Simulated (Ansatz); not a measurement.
# Cl2H3NSi + H2O: a complex and its separated parts

Aim: how far the complex at one end of a reaction step lies below its separated, relaxed parts, level by level.

Program: Ansatz 0.2.0, Gaussian basis. Level of theory: PBE0-D4/def2-TZVP structures, single points in def2-TZVPP, no counterpoise correction. These are calculated values, not measurements.

Levels: SPW92, PBE-D4, BLYP-D4, r2SCAN-D4, B97M-V, PBE0-D4, B3LYP-D4, r2SCAN0-D4, BHLYP-D4, CAM-B3LYP-D4, wB97X-V, wB97M-V, B2PLYP, PBE-QIDH, RPA on PBE, Hartree-Fock, MP2, CCSD, CCSD(T).

Correlated methods freeze the cores. B3LYP uses VWN-RPA correlation. B2PLYP carries no dispersion term here.

94 further runs of the same task are left out: 94 set aside as unsound or not needed. Runs told in other sessions of the task aren't counted.

## (1) Starting geometry

The complex: 10 atoms, charge 0, spin multiplicity 1.

Atoms are counted from 1 here; the program's logs count them from 0.

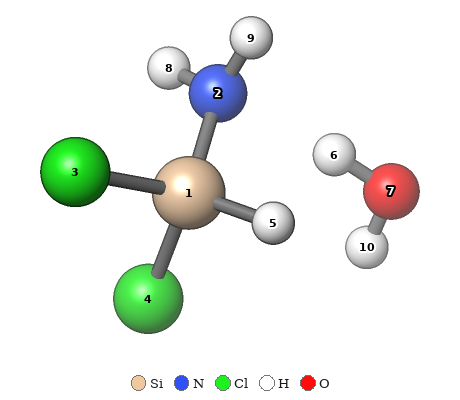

As it starts; silicon light orange, nitrogen blue, chlorine green, hydrogen white, oxygen red; atoms are numbered from 1 in the order of the file.

Geometry (Å):

```xyz
10
Cl2H5NOSi
Si   -0.4775   -0.9179   -0.6359
N     1.0248   -0.1836   -0.2856
Cl   -0.3389   -2.6387   -1.7396
Cl   -1.3235   -1.4129    1.1546
H    -1.3249    0.0250   -1.3789
H     0.2787    1.4617    0.7648
O    -0.2573    2.2083    1.0668
H     1.6814   -0.6823    0.2980
H     1.5073    0.2774   -1.0449
H    -0.7700    1.8628    1.8005
```

Its parts: Cl2H3NSi holds atoms 1, 2, 3, 4, 5, 8, 9; H2O holds atoms 6, 7, 10. Each part counts its atoms afresh in its own runs.

## (2) Relaxing Cl2H3NSi alone

Contents of relax-a/in.yaml:

```yaml
crystal:
  periodic: [false, false, false]
  atoms:
    - {symbol: Si, position_ang: [-0.477510, -0.917877, -0.635890]}
    - {symbol: N, position_ang: [1.024750, -0.183552, -0.285648]}
    - {symbol: Cl, position_ang: [-0.338891, -2.638684, -1.739562]}
    - {symbol: Cl, position_ang: [-1.323539, -1.412857, 1.154596]}
    - {symbol: H, position_ang: [-1.324889, 0.025035, -1.378878]}
    - {symbol: H, position_ang: [1.681373, -0.682259, 0.298034]}
    - {symbol: H, position_ang: [1.507252, 0.277431, -1.044928]}
basis:
  gaussian: {orbitals: def2-TZVP}
hamiltonian: {xc: pbe0, dispersion: d4}
relax: {f_tol: 0.005, max_steps: 200}
```

The run is started by

```bash
$ ansatz run in.yaml --threads 8 --pin off --events-out ev --progress --plain --max-ram 19148MiB
```

Standard output:

```text
Functional definition: PBE0
  name "PBE0"
  cite "Adamo & Barone, J. Chem. Phys. 110, 6158 (1999) doi:10.1063/1.478522"
  cite "Perdew, Burke & Ernzerhof, Phys. Rev. Lett. 77, 3865 (1996) doi:10.1103/PhysRevLett.77.3865"
  parent pbe
  parameter a = 0.25
  parameter kappa = 0.804
  parameter beta = 0.06672455060314922
  exchange = (1 - a)*pbe_x(kappa = kappa, mu = beta*pi^2/3) + a*exact_x
  correlation = pbe_c(beta = beta)
1091 factors; their error is unknown
mean field evaluation 1: about -34448.0777 eV, gradient 5.7e1 eV
mean field evaluation 2: about -34440.3211 eV, gradient 7.8e1 eV
mean field evaluation 4: about -34453.9677 eV, gradient 2.9e0 eV
mean field evaluation 8: about -34453.9814 eV, gradient 2.8e-2 eV
mean field evaluation 16: about -34454.0902 eV, gradient 4.4e-5 eV
mean field -34454.09017986 eV, -1266.1644602888 hartree, gradient 4.4e-5 eV, S^2 0.000000; 0 other end points of the search recorded, 0 dependent functions left out
the calculation of the forces begins
reference -34454.09020860 eV, -1266.1644613450 hartree; 29, 29 occupied and 131, 131 virtual orbitals, 1091 factors
relax step   1: F+E_penalty+E_count = -34454.25283242 eV  Δ(F+E_penalty+E_count) = +0.000e0 eV  max|allowed force component| = 3.873e-1 eV/Å  Δτ_max = 0.0000 Å  (27 SCF iters, accepted)
these checks for a lower state are left out or cut short: starts, cluster_reference, orbital_swaps, neighbouring_geometries, increment
1091 factors; their error is unknown
mean field -34454.09530233 eV, -1266.1646485361 hartree, gradient 9.6e-6 eV, S^2 0.000000; 0 other end points of the search recorded, 0 dependent functions left out
the calculation of the forces begins
reference -34454.09533102 eV, -1266.1646495904 hartree; 29, 29 occupied and 131, 131 virtual orbitals, 1091 factors
relax step   2: F+E_penalty+E_count = -34454.25770433 eV  Δ(F+E_penalty+E_count) = -4.872e-3 eV  max|allowed force component| = 1.951e-1 eV/Å  Δτ_max = 0.0323 Å  (31 SCF iters, accepted)
these checks for a lower state are left out or cut short: starts, cluster_reference, orbital_swaps, neighbouring_geometries, increment
1091 factors; their error is unknown
mean field -34454.09726305 eV, -1266.1647205913 hartree, gradient 9.5e-6 eV, S^2 0.000000; 0 other end points of the search recorded, 0 dependent functions left out
the calculation of the forces begins
reference -34454.09729174 eV, -1266.1647216457 hartree; 29, 29 occupied and 131, 131 virtual orbitals, 1091 factors
relax step   3: F+E_penalty+E_count = -34454.25977819 eV  Δ(F+E_penalty+E_count) = -2.074e-3 eV  max|allowed force component| = 1.185e-1 eV/Å  Δτ_max = 0.0153 Å  (31 SCF iters, accepted)
these checks for a lower state are left out or cut short: starts, cluster_reference, orbital_swaps, neighbouring_geometries, increment
1091 factors; their error is unknown
mean field evaluation 32: about -34453.9798 eV, gradient 1.7e0 eV
mean field -34454.09677467 eV, -1266.1647026436 hartree, gradient 9.3e-6 eV, S^2 0.000000; 0 other end points of the search recorded, 0 dependent functions left out
the calculation of the forces begins
reference -34454.09680334 eV, -1266.1647036971 hartree; 29, 29 occupied and 131, 131 virtual orbitals, 1091 factors
relax step   4: F+E_penalty+E_count = -34454.25922626 eV  Δ(F+E_penalty+E_count) = +5.519e-4 eV  max|allowed force component| = 1.592e-1 eV/Å  Δτ_max = 0.0252 Å  (31 SCF iters, rejected (line search))
these checks for a lower state are left out or cut short: starts, cluster_reference, orbital_swaps, neighbouring_geometries, increment
1091 factors; their error is unknown
mean field -34454.09856598 eV, -1266.1647684730 hartree, gradient 9.4e-6 eV, S^2 0.000000; 0 other end points of the search recorded, 0 dependent functions left out
the calculation of the forces begins
reference -34454.09859468 eV, -1266.1647695276 hartree; 29, 29 occupied and 131, 131 virtual orbitals, 1091 factors
relax step   5: F+E_penalty+E_count = -34454.26116011 eV  Δ(F+E_penalty+E_count) = -1.382e-3 eV  max|allowed force component| = 3.352e-2 eV/Å  Δτ_max = 0.0120 Å  (31 SCF iters, accepted)
these checks for a lower state are left out or cut short: starts, cluster_reference, orbital_swaps, neighbouring_geometries, increment
1091 factors; their error is unknown
mean field -34454.09946410 eV, -1266.1648014781 hartree, gradient 9.1e-6 eV, S^2 0.000000; 0 other end points of the search recorded, 0 dependent functions left out
the calculation of the forces begins
reference -34454.09949277 eV, -1266.1648025319 hartree; 29, 29 occupied and 131, 131 virtual orbitals, 1091 factors
relax step   6: F+E_penalty+E_count = -34454.26205175 eV  Δ(F+E_penalty+E_count) = -8.916e-4 eV  max|allowed force component| = 8.012e-2 eV/Å  Δτ_max = 0.0295 Å  (29 SCF iters, accepted)
these checks for a lower state are left out or cut short: starts, cluster_reference, orbital_swaps, neighbouring_geometries, increment
1091 factors; their error is unknown
mean field -34454.09967481 eV, -1266.1648092217 hartree, gradient 9.2e-6 eV, S^2 0.000000; 0 other end points of the search recorded, 0 dependent functions left out
the calculation of the forces begins
reference -34454.09970352 eV, -1266.1648102767 hartree; 29, 29 occupied and 131, 131 virtual orbitals, 1091 factors
relax step   7: F+E_penalty+E_count = -34454.26231563 eV  Δ(F+E_penalty+E_count) = -2.639e-4 eV  max|allowed force component| = 3.034e-2 eV/Å  Δτ_max = 0.0335 Å  (29 SCF iters, accepted)
these checks for a lower state are left out or cut short: starts, cluster_reference, orbital_swaps, neighbouring_geometries, increment
1091 factors; their error is unknown
mean field evaluation 64: about -34454.0998 eV, gradient 2.3e-3 eV
mean field -34454.09976398 eV, -1266.1648124988 hartree, gradient 9.1e-6 eV, S^2 0.000000; 0 other end points of the search recorded, 0 dependent functions left out
the calculation of the forces begins
reference -34454.09979268 eV, -1266.1648135533 hartree; 29, 29 occupied and 131, 131 virtual orbitals, 1091 factors
relax step   8: F+E_penalty+E_count = -34454.26236306 eV  Δ(F+E_penalty+E_count) = -4.743e-5 eV  max|allowed force component| = 2.742e-2 eV/Å  Δτ_max = 0.0111 Å  (31 SCF iters, accepted)
these checks for a lower state are left out or cut short: starts, cluster_reference, orbital_swaps, neighbouring_geometries, increment
1091 factors; their error is unknown
mean field -34454.09985735 eV, -1266.1648159299 hartree, gradient 9.1e-6 eV, S^2 0.000000; 0 other end points of the search recorded, 0 dependent functions left out
the calculation of the forces begins
reference -34454.09988606 eV, -1266.1648169849 hartree; 29, 29 occupied and 131, 131 virtual orbitals, 1091 factors
relax step   9: F+E_penalty+E_count = -34454.26245529 eV  Δ(F+E_penalty+E_count) = -9.223e-5 eV  max|allowed force component| = 3.965e-3 eV/Å  Δτ_max = 0.0042 Å  (32 SCF iters, accepted)
1091 factors; their error is unknown
mean field -34454.09985735 eV, -1266.1648159299 hartree, gradient 3.5e-5 eV, S^2 0.000000; 1 other end points of the search recorded, 0 dependent functions left out
the calculation of the forces begins
reference -34454.09988606 eV, -1266.1648169849 hartree; 29, 29 occupied and 131, 131 virtual orbitals, 1091 factors
Total energy: -34454.26248399 eV, -1266.1707923489 hartree
Atom 0 at    -0.465050    -0.924137    -0.638791 Å, force     0.000231    -0.000538     0.003965 eV/Å
Atom 1 at     1.034588    -0.209410    -0.318575 Å, force    -0.003669    -0.000835    -0.002999 eV/Å
Atom 2 at    -0.389424    -2.638994    -1.770036 Å, force     0.000861     0.001912    -0.001152 eV/Å
Atom 3 at    -1.298963    -1.431657     1.153648 Å, force     0.001308     0.002166    -0.001814 eV/Å
Atom 4 at    -1.327118     0.018318    -1.371147 Å, force     0.001203    -0.001673     0.000576 eV/Å
Atom 5 at     1.656388    -0.606080     0.367687 Å, force     0.000113    -0.000928     0.001380 eV/Å
Atom 6 at     1.538125     0.259197    -1.055062 Å, force    -0.000046    -0.000103     0.000044 eV/Å
Dipole moment:     0.395935     0.278361    -0.075348 e Å
```

It took 20 s on 8 threads of Oxide Virtual Turin-like, shared host.

The steps of the relaxation:

```tsv
step	energy from step 1 (eV)	largest force component (eV/Å)
1	0.0000	0.3873
2	-0.0049	0.1951
3	-0.0069	0.1185
4	-0.0064	0.1592
5	-0.0083	0.0335
6	-0.0092	0.0801
7	-0.0095	0.0303
8	-0.0095	0.0274
9	-0.0096	0.0040
```

Distances of close pairs at the start and the end, largest changes first:

```tsv
bond	before (Å)	after (Å)	change (Å)
Si1–N2	1.708	1.692	-0.017
Si1–Cl3	2.049	2.056	+0.007
N2–H7	1.011	1.008	-0.003
Si1–H5	1.469	1.472	+0.003
N2–H6	1.010	1.007	-0.003
Si1–Cl4	2.041	2.041	-0.000
```

## (3) Relaxing H2O alone

Contents of relax-b/in.yaml:

```yaml
crystal:
  periodic: [false, false, false]
  atoms:
    - {symbol: H, position_ang: [0.278746, 1.461656, 0.764847]}
    - {symbol: O, position_ang: [-0.257307, 2.208320, 1.066838]}
    - {symbol: H, position_ang: [-0.769986, 1.862789, 1.800491]}
basis:
  gaussian: {orbitals: def2-TZVP}
hamiltonian: {xc: pbe0, dispersion: d4}
relax: {f_tol: 0.005, max_steps: 200}
```

The run is started by

```bash
$ ansatz run in.yaml --threads 8 --pin off --events-out ev --progress --plain --max-ram 19148MiB
```

Standard output, cut to the lines that bear on the results:

```text
[... 5 set-up lines as earlier in the session ...]
[...]
239 factors; their error is unknown
[...]
mean field -2078.33143857 eV, -76.3772716239 hartree, gradient 1.8e-5 eV, S^2 0.000000; 0 other end points of the search recorded, 0 dependent functions left out
[...]
reference -2078.33309080 eV, -76.3773323421 hartree; 5, 5 occupied and 38, 38 virtual orbitals, 239 factors
Total energy: -2078.33734662 eV, -76.3774887408 hartree
Atom 0 at     0.276226     1.464699     0.766463 Å, force     0.000067    -0.000014    -0.000071 eV/Å
Atom 1 at    -0.255323     2.205411     1.065781 Å, force     0.000035     0.000000    -0.000040 eV/Å
Atom 2 at    -0.769451     1.862655     1.799933 Å, force    -0.000102     0.000014     0.000111 eV/Å
Dipole moment:     0.006423    -0.399504     0.160335 e Å
```

Wall time 1.7 s (8 threads of Oxide Virtual Turin-like, shared host).

The steps of the relaxation:

```tsv
step	energy from step 1 (eV)	largest force component (eV/Å)
1	0.0000	0.3137
2	-0.0015	0.0859
3	-0.0016	0.0193
4	-0.0016	0.0001
```

Distances of close pairs at the start and the end, largest changes first:

```tsv
bond	before (Å)	after (Å)	change (Å)
H1–O2	0.968	0.960	-0.008
O2–H3	0.959	0.960	+0.000
```

## (4) SPW92/def2-TZVPP

Contents of parta/in.yaml:

```yaml
crystal:
  periodic: [false, false, false]
  atoms:
    - {symbol: Si, position_ang: [-0.465050, -0.924137, -0.638791]}
    - {symbol: N, position_ang: [1.034588, -0.209410, -0.318575]}
    - {symbol: Cl, position_ang: [-0.389424, -2.638994, -1.770036]}
    - {symbol: Cl, position_ang: [-1.298963, -1.431657, 1.153648]}
    - {symbol: H, position_ang: [-1.327118, 0.018318, -1.371147]}
    - {symbol: H, position_ang: [1.656388, -0.606080, 0.367687]}
    - {symbol: H, position_ang: [1.538125, 0.259197, -1.055062]}
basis:
  gaussian: {orbitals: def2-TZVPP}
hamiltonian: {xc: lda}
```

Contents of partb/in.yaml:

```yaml
crystal:
  periodic: [false, false, false]
  atoms:
    - {symbol: H, position_ang: [0.276226, 1.464699, 0.766463]}
    - {symbol: O, position_ang: [-0.255323, 2.205411, 1.065781]}
    - {symbol: H, position_ang: [-0.769451, 1.862655, 1.799933]}
basis:
  gaussian: {orbitals: def2-TZVPP}
hamiltonian: {xc: lda}
```

The same command starts each run, in its folder.

The run is started by

```bash
$ ansatz run in.yaml --threads 8 --pin off --events-out ev --progress --plain --max-ram 19148MiB
```

parta printed, cut to the lines that bear on the results:

```text
Functional definition: SPW92
  name "SPW92"
  cite "Dirac, Proc. Camb. Phil. Soc. 26, 376 (1930) doi:10.1017/S0305004100016108"
  cite "Slater, Phys. Rev. 81, 385 (1951) doi:10.1103/PhysRev.81.385"
  cite "Perdew & Wang, Phys. Rev. B 45, 13244 (1992) doi:10.1103/PhysRevB.45.13244"
[...]
1208 factors; their error is unknown
[...]
mean field -34342.43281222 eV, -1262.0611277121 hartree, gradient 7.6e-5 eV, S^2 0.000000; 0 other end points of the search recorded, 0 dependent functions left out
reference -34342.43284813 eV, -1262.0611290317 hartree; 29, 29 occupied and 170, 170 virtual orbitals, 1208 factors
Total energy: -34342.43284813 eV, -1262.0611290317 hartree
```

Log of partb, cut to the lines that bear on the results:

```text
[... 5 set-up lines as earlier in the session ...]
[...]
269 factors; their error is unknown
[...]
mean field -2065.39694198 eV, -75.9019376413 hartree, gradient 5.3e-5 eV, S^2 0.000000; 0 other end points of the search recorded, 0 dependent functions left out
reference -2065.39696081 eV, -75.9019383334 hartree; 5, 5 occupied and 54, 54 virtual orbitals, 269 factors
Total energy: -2065.39696081 eV, -75.9019383334 hartree
```

They took 1.4 s (parta), 0.3 s (partb) on 8 threads of Oxide Virtual Turin-like, shared host.

## (5) PBE-D4/def2-TZVPP

Each input of step 4 (parta, partb) changes in the same lines:

```diff
-hamiltonian: {xc: lda}
+hamiltonian: {xc: pbe, dispersion: d4}
```

Each run has its own folder and the same command.

The run is started by

```bash
$ ansatz run in.yaml --threads 8 --pin off --events-out ev --progress --plain --max-ram 19148MiB
```

Output in parta, cut to the lines that bear on the results:

```text
Functional definition: PBE
  name "PBE"
[... 2 set-up lines as earlier in the session ...]
[...]
1208 factors; their error is unknown
[...]
mean field -34451.19832580 eV, -1266.0581866122 hartree, gradient 6.6e-5 eV, S^2 0.000000; 0 other end points of the search recorded, 0 dependent functions left out
reference -34451.19836400 eV, -1266.0581880162 hartree; 29, 29 occupied and 170, 170 virtual orbitals, 1208 factors
Total energy: -34451.39033669 eV, -1266.0652428822 hartree
```

Log of partb, cut to the lines that bear on the results:

```text
[... 4 set-up lines as earlier in the session ...]
[...]
269 factors; their error is unknown
[...]
mean field -2078.40756887 eV, -76.3800693609 hartree, gradient 4.4e-5 eV, S^2 0.000000; 0 other end points of the search recorded, 0 dependent functions left out
reference -2078.40758935 eV, -76.3800701132 hartree; 5, 5 occupied and 54, 54 virtual orbitals, 269 factors
Total energy: -2078.41290640 eV, -76.3802655113 hartree
```

Times: 1.7 s (parta), 0.35 s (partb) on 8 threads of Oxide Virtual Turin-like, shared host.

## (6) BLYP-D4/def2-TZVPP

The same edit goes into each in.yaml of step 5 (parta, partb):

```diff
-hamiltonian: {xc: pbe, dispersion: d4}
+hamiltonian: {xc: {name: BLYP}, dispersion: d4}
```

Each run has its own folder and the same command.

The run is started by

```bash
$ ansatz run in.yaml --threads 8 --pin off --events-out ev --progress --plain --max-ram 19148MiB
```

Output in parta, cut to the lines that bear on the results:

```text
Functional definition: BLYP
  name "BLYP"
  cite "Becke, Phys. Rev. A 38, 3098 (1988) doi:10.1103/PhysRevA.38.3098"
  cite "Lee, Yang & Parr, Phys. Rev. B 37, 785 (1988) doi:10.1103/PhysRevB.37.785"
[...]
1208 factors; their error is unknown
[...]
mean field -34466.51242073 eV, -1266.6209692205 hartree, gradient 6.4e-5 eV, S^2 0.000000; 0 other end points of the search recorded, 0 dependent functions left out
reference -34466.51276823 eV, -1266.6209819912 hartree; 29, 29 occupied and 170, 170 virtual orbitals, 1208 factors
Total energy: -34466.93309117 eV, -1266.6364285740 hartree
```

partb printed, cut to the lines that bear on the results:

```text
[... 4 set-up lines as earlier in the session ...]
[...]
269 factors; their error is unknown
[...]
mean field -2080.27678322 eV, -76.4487617210 hartree, gradient 8.6e-5 eV, S^2 0.000000; 0 other end points of the search recorded, 0 dependent functions left out
reference -2080.27697276 eV, -76.4487686867 hartree; 5, 5 occupied and 54, 54 virtual orbitals, 269 factors
Total energy: -2080.28981518 eV, -76.4492406366 hartree
```

They took 1.7 s (parta), 0.35 s (partb) on 8 threads of Oxide Virtual Turin-like, shared host.

## (7) r2SCAN-D4/def2-TZVPP

Each input of step 6 (parta, partb) changes in the same lines:

```diff
-hamiltonian: {xc: {name: BLYP}, dispersion: d4}
+hamiltonian: {xc: r2scan, dispersion: d4}
```

One command serves all of them, each in its own folder.

The run is started by

```bash
$ ansatz run in.yaml --threads 8 --pin off --events-out ev --progress --plain --max-ram 19148MiB
```

parta printed, cut to the lines that bear on the results:

```text
Functional definition: r2SCAN
  name "r2SCAN"
  cite "Furness, Kaplan, Ning, Perdew & Sun, J. Phys. Chem. Lett. 11, 8208 (2020) doi:10.1021/acs.jpclett.0c02405"
  cite "Furness, Kaplan, Ning, Perdew & Sun, J. Phys. Chem. Lett. 11, 9248 (2020) doi:10.1021/acs.jpclett.0c03077"
  parent r2scan
[...]
1208 factors; their error is unknown
[...]
mean field -34464.29963921 eV, -1266.5396509998 hartree, gradient 4.9e-5 eV, S^2 0.000000; 0 other end points of the search recorded, 0 dependent functions left out
reference -34464.29964924 eV, -1266.5396513682 hartree; 29, 29 occupied and 170, 170 virtual orbitals, 1208 factors
Total energy: -34464.34321105 eV, -1266.5412522354 hartree
```

partb printed, cut to the lines that bear on the results:

```text
[... 5 set-up lines as earlier in the session ...]
[...]
269 factors; their error is unknown
[...]
mean field -2079.58114795 eV, -76.4231975965 hartree, gradient 8.5e-5 eV, S^2 0.000000; 0 other end points of the search recorded, 0 dependent functions left out
reference -2079.58115316 eV, -76.4231977878 hartree; 5, 5 occupied and 54, 54 virtual orbitals, 269 factors
Total energy: -2079.58242568 eV, -76.4232445522 hartree
```

They took 2.2 s (parta), 0.5 s (partb) on 8 threads of Oxide Virtual Turin-like, shared host.

## (8) B97M-V/def2-TZVPP

Each input of step 7 (parta, partb) changes in the same lines:

```diff
-hamiltonian: {xc: r2scan, dispersion: d4}
+hamiltonian: {xc: {name: B97M-V}}
```

One command serves all of them, each in its own folder.

The run is started by

```bash
$ ansatz run in.yaml --threads 8 --pin off --events-out ev --progress --plain --max-ram 19148MiB
```

Output in parta, cut to the lines that bear on the results:

```text
Functional definition: B97M-V
  name "B97M-V"
  cite "Mardirossian & Head-Gordon, J. Chem. Phys. 142, 074111 (2015) doi:10.1063/1.4907719"
  cite "Becke, J. Chem. Phys. 107, 8554 (1997) doi:10.1063/1.475007"
  cite "Vydrov & Van Voorhis, J. Chem. Phys. 133, 244103 (2010) doi:10.1063/1.3521275"
  # Of w^i u^j: cxij and so on, Table III.
[...]
  gx(w, u) = cx00 + cx01*u + cx02*u^2 + (cx10 + cx11*u)*w
[...]
  gos(w, u) = cos00 + cos01*u + cos03*u^3 + cos10*w + cos32*w^3*u^2
[...]
      + integral(e_c_pw_mod_opposite_spin*gos(b97_w_opposite, b97_u_opposite)) + vv10(b, c)
1208 factors; their error is unknown
[...]
mean field -34458.72211531 eV, -1266.3346807769 hartree, gradient 5.6e-5 eV, S^2 0.000000; 0 other end points of the search recorded, 0 dependent functions left out
reference -34458.72216718 eV, -1266.3346826833 hartree; 29, 29 occupied and 170, 170 virtual orbitals, 1208 factors
Total energy: -34458.72216718 eV, -1266.3346826833 hartree
```

partb printed, cut to the lines that bear on the results:

```text
[... 5 set-up lines as earlier in the session ...]
  # Of w^i u^j: cxij and so on, Table III.
[...]
  gx(w, u) = cx00 + cx01*u + cx02*u^2 + (cx10 + cx11*u)*w
[...]
  gos(w, u) = cos00 + cos01*u + cos03*u^3 + cos10*w + cos32*w^3*u^2
[...]
      + integral(e_c_pw_mod_opposite_spin*gos(b97_w_opposite, b97_u_opposite)) + vv10(b, c)
269 factors; their error is unknown
[...]
mean field -2079.93551502 eV, -76.4362203459 hartree, gradient 2.9e-5 eV, S^2 0.000000; 0 other end points of the search recorded, 0 dependent functions left out
reference -2079.93554183 eV, -76.4362213313 hartree; 5, 5 occupied and 54, 54 virtual orbitals, 269 factors
Total energy: -2079.93554183 eV, -76.4362213313 hartree
```

Wall times: 3.3 s (parta), 0.76 s (partb) on 8 threads of Oxide Virtual Turin-like, shared host.

[end of part 1 of 3]
